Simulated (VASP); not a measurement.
# 2H-WS2 monolayer and its bilayer, part 3 of 9

What are the lattice, gap and band positions of 2H-WS2 monolayer, and what does a second sheet change?

VASP 6.6.1, plane waves and PAW; the level of theory is named at each step.

So far, gap on the k-mesh (eV): step 2 (relaxing the monolayer) 1.99.

### Step 4. Vacuum level and density of states

Level of this step: r2SCAN with rVV10, no spin polarisation; plane waves and PAW (W, S) (VASP).

A static run writes the electrostatic potential without exchange and correlation (LVHAR), which is flat in the vacuum and gives the level to count from. The dipole correction cancels the field that unlike faces would set up across the vacuum.

The input, INCAR:

```
SYSTEM = WS2
PREC = Normal
ENCUT = 350
EDIFF = 1E-06
NELM = 120
ISMEAR = 0
SIGMA = 0.03
LREAL = .FALSE.
ALGO = Normal
METAGGA = R2SCAN
LUSE_VDW = .TRUE.
IVDW_NL = 2
BPARAM = 11.95
CPARAM = 0.0093
LASPH = .TRUE.
NBANDS = 15
LORBIT = 11
LWAVE = .FALSE.
LCHARG = .TRUE.
IDIPOL = 3
LDIPOL = .TRUE.
DIPOL = 0.5 0.5 0.5
LVHAR = .TRUE.
LVACPOTAV = .TRUE.
NEDOS = 1500
LELF = .TRUE.
```

The input, POSCAR:

```
WS2
1.0
    3.1653557394      0.0000000000      0.0000000000
   -1.5826778697      2.7412784823      0.0000000000
    0.0000000000      0.0000000000     22.0000000000
W S
1 2
Direct
    0.3333333333      0.6666666667      0.5000000000
    0.6666666667      0.3333333333      0.4290157804
    0.6666666667      0.3333333333      0.5709842196
```

The input, KPOINTS:

```
Automatic mesh
0
Gamma
12 12 1
0 0 0
```

The input, KPOINTS_OPT:

```
Line mode
14
Line-mode
Reciprocal
  0.00000000   0.00000000   0.00000000 GAMMA
  0.50000000   0.00000000   0.00000000 M

  0.50000000   0.00000000   0.00000000 M
  0.33333333   0.33333333   0.00000000 K

  0.33333333   0.33333333   0.00000000 K
  0.00000000   0.00000000   0.00000000 GAMMA
```

The projector-augmented-wave data sets are W and S (PBE family, release 64).

The run is started by

```console
$ mpirun -np 4 vasp_std
```

The program printed:

```text
[banner, memory and clock lines left out]
running    4 mpi-ranks, on    1 nodes
 distrk:  each k-point on    4 cores,    1 groups
 distr:  one band on    1 cores,    4 groups

 POSCAR found type information on POSCAR W S
 POSCAR found :  2 types and       3 ions
 [... a notice as in an earlier step ...]

 [... a notice as in an earlier step ...]

 LDA part: xc-table for (None), standard interpolation
|                                                                             |
|           W    W    AA    RRRRR   N    N  II  N    N   GGGG   !!!           |
|           W    W   A  A   R    R  NN   N  II  NN   N  G    G  !!!           |
|           W    W  A    A  R    R  N N  N  II  N N  N  G       !!!           |
|           W WW W  AAAAAA  RRRRR   N  N N  II  N  N N  G  GGG   !            |
|           WW  WW  A    A  R   R   N   NN  II  N   NN  G    G                |
|           W    W  A    A  R    R  N    N  II  N    N   GGGG   !!!           |
|                                                                             |
|     The number of bands has been changed from the values supplied in        |
|     The orbitals not found in the WAVECAR file will be initialized with     |
|     random numbers, which is usually adequate. For correlated               |
|     calculations, however, you should redo the groundstate calculation.     |
|     I found NBANDS = 15. Now, NBANDS = 16.                                  |
|                                                                             |

 POSCAR, INCAR and KPOINTS ok, starting setup
 FFT: planning ... GRIDC
 FFT: planning ... GRID_SOFT
 FFT: planning ... GRID
 WAVECAR not read
 entering main loop
       N       E                     dE             d eps       ncg     rms          rms(c)
Total rVV10 correction in eV:      0.5099638    23.6031916
DAV:   1     0.606496936593E+02    0.60650E+02   -0.52978E+03   608   0.620E+02
DAV:   2    -0.613415751609E+02   -0.12199E+03   -0.11335E+03   960   0.157E+02
DAV:   3    -0.728166710984E+02   -0.11475E+02   -0.11360E+02   864   0.577E+01
DAV:   4    -0.730087473798E+02   -0.19208E+00   -0.19167E+00   768   0.899E+00
DAV:   5    -0.730136723807E+02   -0.49250E-02   -0.49233E-02   896   0.132E+00    0.268E+01
Total rVV10 correction in eV:      0.5116571    23.6042194
DAV:   6    -0.697247809674E+02    0.32889E+01   -0.34594E+00   888   0.131E+01    0.135E+01
Total rVV10 correction in eV:      0.5064652    23.6053705
DAV:   7    -0.696716950200E+02    0.53086E-01   -0.99864E-01   824   0.848E+00    0.679E+00
Total rVV10 correction in eV:      0.5086802    23.6053360
DAV:   8    -0.696110301345E+02    0.60665E-01   -0.20275E-01   808   0.349E+00    0.514E-01
Total rVV10 correction in eV:      0.5105396    23.6050596
DAV:   9    -0.696123345588E+02   -0.13044E-02   -0.25182E-02   728   0.116E+00    0.465E-01
Total rVV10 correction in eV:      0.5119584    23.6049205
DAV:  10    -0.696131145940E+02   -0.78004E-03   -0.67954E-03   768   0.504E-01    0.228E-01
Total rVV10 correction in eV:      0.5122834    23.6048234
DAV:  11    -0.696134678441E+02   -0.35325E-03   -0.39835E-04   840   0.142E-01    0.224E-01
Total rVV10 correction in eV:      0.5136293    23.6044965
DAV:  12    -0.696144228232E+02   -0.95498E-03   -0.52266E-04   672   0.152E-01    0.826E-02
Total rVV10 correction in eV:      0.5135761    23.6044447
DAV:  13    -0.696144102683E+02    0.12555E-04   -0.88115E-05   784   0.616E-02    0.306E-02
Total rVV10 correction in eV:      0.5145601    23.6039451
DAV:  14    -0.696150549528E+02   -0.64468E-03   -0.31643E-04   680   0.101E-01    0.545E-02
Total rVV10 correction in eV:      0.5148001    23.6037431
DAV:  15    -0.696152192450E+02   -0.16429E-03   -0.24152E-05   760   0.323E-02    0.389E-02
Total rVV10 correction in eV:      0.5150050    23.6035051
DAV:  16    -0.696154003435E+02   -0.18110E-03   -0.40453E-05   712   0.345E-02    0.147E-02
Total rVV10 correction in eV:      0.5150799    23.6033252
DAV:  17    -0.696154986955E+02   -0.98352E-04   -0.35421E-05   752   0.335E-02    0.756E-03
Total rVV10 correction in eV:      0.5150800    23.6032429
DAV:  18    -0.696155360972E+02   -0.37402E-04   -0.95425E-06   784   0.158E-02    0.709E-03
Total rVV10 correction in eV:      0.5150716    23.6032023
DAV:  19    -0.696155513180E+02   -0.15221E-04   -0.29001E-06   744   0.105E-02    0.249E-03
Total rVV10 correction in eV:      0.5150688    23.6031956
DAV:  20    -0.696155540645E+02   -0.27466E-05   -0.32813E-07   680   0.448E-03    0.252E-03
Total rVV10 correction in eV:      0.5150670    23.6031954
DAV:  21    -0.696155540019E+02    0.62672E-07   -0.19179E-07   528   0.413E-03
|                                                                             |
|           W    W    AA    RRRRR   N    N  II  N    N   GGGG   !!!           |
|           W    W   A  A   R    R  NN   N  II  NN   N  G    G  !!!           |
|           W    W  A    A  R    R  N N  N  II  N N  N  G       !!!           |
|           W WW W  AAAAAA  RRRRR   N  N N  II  N  N N  G  GGG   !            |
|           WW  WW  A    A  R   R   N   NN  II  N   NN  G    G                |
|           W    W  A    A  R    R  N    N  II  N    N   GGGG   !!!           |
|                                                                             |
|     Did not find any points to average over, which means that no vacuum     |
|     field-free region was found. Please increase the size of  your cell     |
|     in the dimension of the dipole correction to obtain accurate            |
|     workfunction values.                                                    |
|                                                                             |

Total rVV10 correction in eV:      0.5150653    23.6032000
Total rVV10 correction in eV:      0.5150661    23.6031977
   1 F= -.69615554E+02 E0= -.69615554E+02  d E =-.232845E-11
 Start KPOINTS_OPT (optional k-point list driver)
k-point batch [1-19\42]
       N       E                     dE             ncg
DAV:   1    -0.401118829648E+03   -0.67473E+04      608
DAV:   2    -0.263880638978E+04   -0.22377E+04      960
DAV:   3    -0.284010432640E+04   -0.20130E+03      848
DAV:   4    -0.284310656065E+04   -0.30022E+01      752
DAV:   5    -0.284317213886E+04   -0.65578E-01      904
DAV:   6    -0.284317365070E+04   -0.15118E-02      840
DAV:   7    -0.284317370035E+04   -0.49655E-04      912
DAV:   8    -0.284317370256E+04   -0.22044E-05      720
DAV:   9    -0.284317370266E+04   -0.10610E-06      648
[...]
k-point batch [39-42\42]
       N       E                     dE             ncg
DAV:   1     0.694725538253E+04   -0.23077E+03      136
DAV:   2     0.655634287172E+04   -0.39091E+03      200
DAV:   3     0.651918199871E+04   -0.37161E+02      192
DAV:   4     0.651852761327E+04   -0.65439E+00      144
DAV:   5     0.651851514060E+04   -0.12473E-01      200
DAV:   6     0.651851497790E+04   -0.16270E-03      184
DAV:   7     0.651851497516E+04   -0.27415E-05      208
DAV:   8     0.651851497512E+04   -0.36499E-07      128
```

Run time: 64 s. Hardware: 4 MPI ranks of Intel Xeon Platinum 8488C (Sapphire Rapids), shared host; peak memory 0.69 GiB.

From OUTCAR (step 4):

```text
The static configuration has the point symmetry D_3h.

 Found     19 irreducible k-points:

   k-points           NKPTS =     19   k-points in BZ     NKDIM =     19   number of bands    NBANDS=     16

   NELECT =      18.0000    total number of electrons

 E-fermi :  -2.6015

 k-point     1 :       0.0000    0.0000    0.0000
  band No.  band energies     occupation
    ...
      5      -5.7488      2.00000
      6      -4.9677      2.00000
      7      -4.4492      2.00000
      8      -4.4492      2.00000
      9      -2.7709      2.00000
     10       0.4109      0.00000
     11       0.4110      0.00000
     12       0.5630      0.00000
     13       0.5630      0.00000
     14       2.9141      0.00000
    ...

 k-point     2 :       0.0833    0.0000    0.0000
  band No.  band energies     occupation
    ...
      5      -5.6306      2.00000
      6      -5.3956      2.00000
      7      -4.6377      2.00000
      8      -4.2308      2.00000
      9      -2.8324      2.00000
     10       0.2808      0.00000
     11       0.3244      0.00000
     12       0.4525      0.00000
     13       0.6326      0.00000
     14       3.1499      0.00000
    ...

  Total       -0.0039650     -0.0039650     -0.0269225     -0.0000000     -0.0000000      0.0000000
  in kB       -0.0332780     -0.0332780     -0.2259582     -0.0000000     -0.0000000      0.0000000
  external PRESSURE =      -0.0975047 kB  Pullay stress =       0.0000000 kB

 POSITION                                       TOTAL-FORCE (eV/Angst)
 -----------------------------------------------------------------------------------
     -0.00000      1.82752     11.00000        -0.000000     -0.000000      0.000000
      1.58268      0.91376      9.43835         0.000000      0.000000     -0.010893
      1.58268      0.91376     12.56165         0.000000     -0.000000      0.010893
 -----------------------------------------------------------------------------------
    total drift:                               -0.000002      0.000001      0.000000

  FREE ENERGIE OF THE ION-ELECTRON SYSTEM (eV)
  ---------------------------------------------------
  free  energy   TOTEN  =       -69.6155540019 eV

  energy  without entropy=      -69.6155540019  energy(sigma->0) =      -69.61555400

 vacuum level on the upper side and lower side of the slab         3.207         3.207

[... 9 parts as in an earlier step ...]

[... 5 further parts left out ...]
```

This step gave:

- electronic cycles: 21
- Fermi energy: -2.602 eV
- least gap on mesh and path: 1.991 eV
- least direct gap on mesh and path: 1.991 eV
- vacuum levels: 3.207, 3.207 eV
- ionisation potentials of the upper and lower face: 5.937, 5.937 eV
- electron affinities of the upper and lower face: 3.947, 3.947 eV

Electronic bands along the path, in eV, zero at the valence-band top; v1 is the highest filled band, c1 the lowest empty one:

| point | v4 | v3 | v2 | v1 | c1 | c2 | c3 | c4 |
| --- | --- | --- | --- | --- | --- | --- | --- | --- |
| Γ | -2.24 | -1.72 | -1.72 | -0.04 | 3.14 | 3.14 | 3.29 | 3.29 |
| M | -3.61 | -2.27 | -1.34 | -0.97 | 3.05 | 3.51 | 4.46 | 5.04 |
| K | -4.09 | -3.43 | -2.53 | 0.00 | 1.99 | 3.58 | 4.34 | 5.99 |
| Γ | -2.24 | -1.72 | -1.72 | -0.04 | 3.14 | 3.14 | 3.29 | 3.29 |

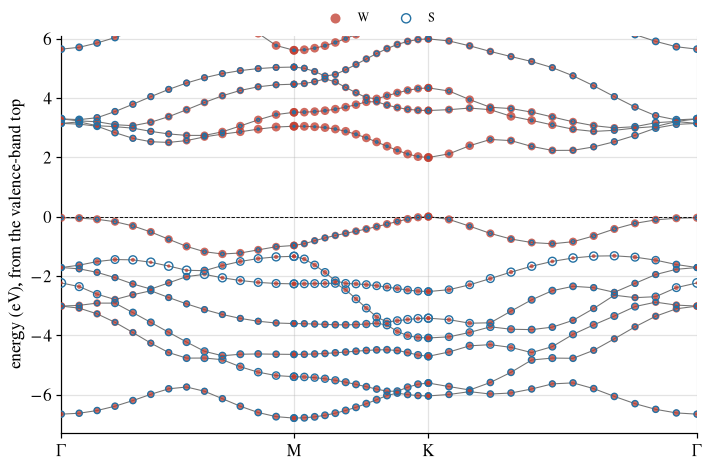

Electronic bands along the path; dots are coloured as in the legend, and their area grows with the weight.

Zero at the Fermi level. Planar average of the electrostatic potential against height:

| height (Å) | planar average of the electrostatic potential (eV) |
| --- | --- |
| 0 | 5.81 |
| 2 | 5.81 |
| 4 | 5.81 |
| 6 | 5.81 |
| 8 | 5.27 |
| 10 | -7.75 |
| 12 | -7.75 |
| 14 | 5.27 |
| 16 | 5.81 |
| 18 | 5.81 |
| 20 | 5.81 |

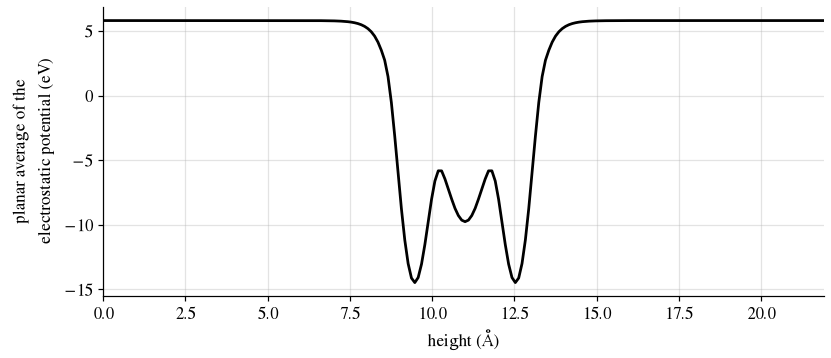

Planar average of the electrostatic potential, plotted against height.

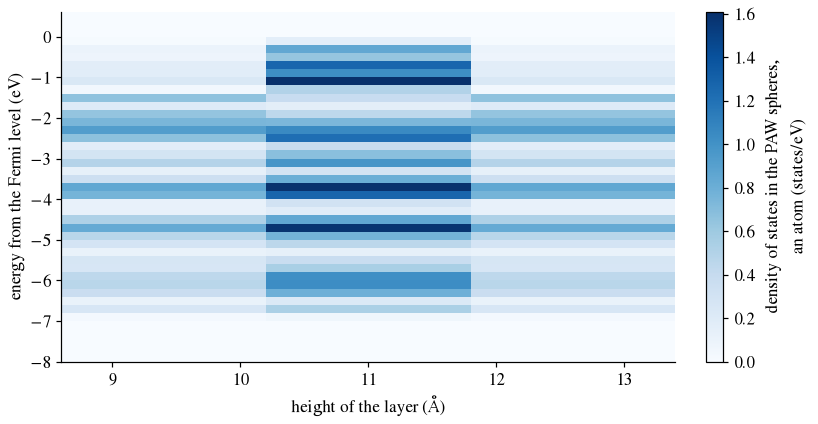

Density of states in the PAW spheres, an atom over height of the layer and energy from the Fermi level.

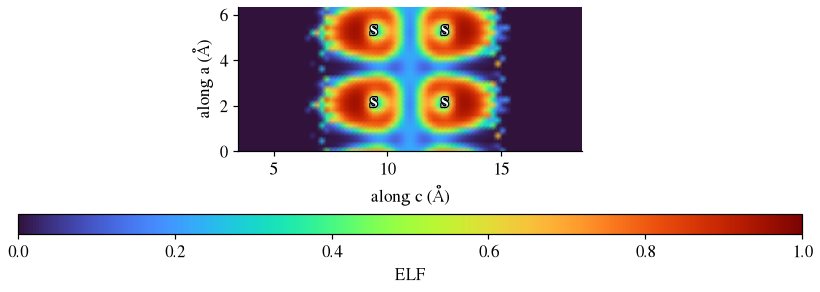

ELF in the ca plane at fractional y = 0.333, with atoms of S within 0.2 Å of it. It is the smooth field of the valence electrons, not physical close to the nuclei. The far vacuum is left out of the map.

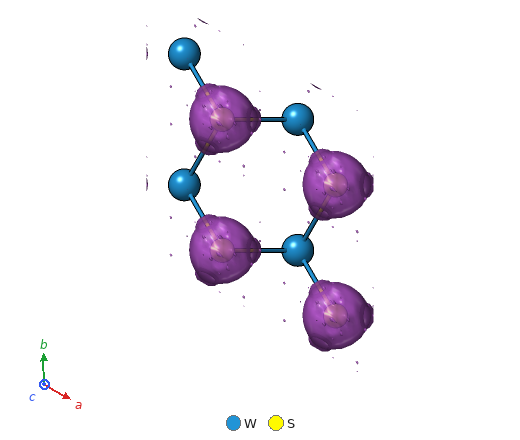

Surface of ELF = 0.85. 2×2×1 cells are drawn.

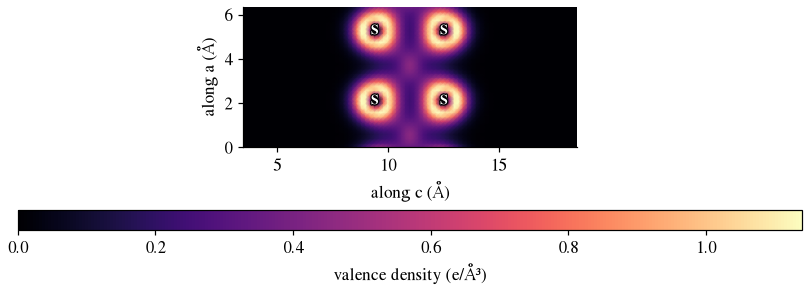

Valence density in the ca plane at fractional y = 0.333, with atoms of S within 0.2 Å of it. It is the smooth field of the valence electrons, not physical close to the nuclei. The far vacuum is left out of the map.

The map of layer states is cut here 0.5 eV above the Fermi level, so it leaves out the states above that.

The vacuum level lies 5.94 eV above the highest filled level at the upper face; both faces agree, as the slab has next to no dipole.

The program found no field-free point at its default tolerance, but its printed level agrees with the flat part of the planar average.

(Part 3 of 9 ends here.)

[Lines on the potential files, build, host, timing and source positions are cut from VASP's logs without a mark.]

[Logs are printed without paths, hosts, clocks, repeated set-up lines and the standing remarks that a program may print on its own settings, such as how far it seeks lower states.]

[Hosts, paths, dates, database ids (printed as entryN), source tags and the programs' standing remarks are cut or masked in the printed files.]

[Runs that stopped without an error message from VASP are left out.]
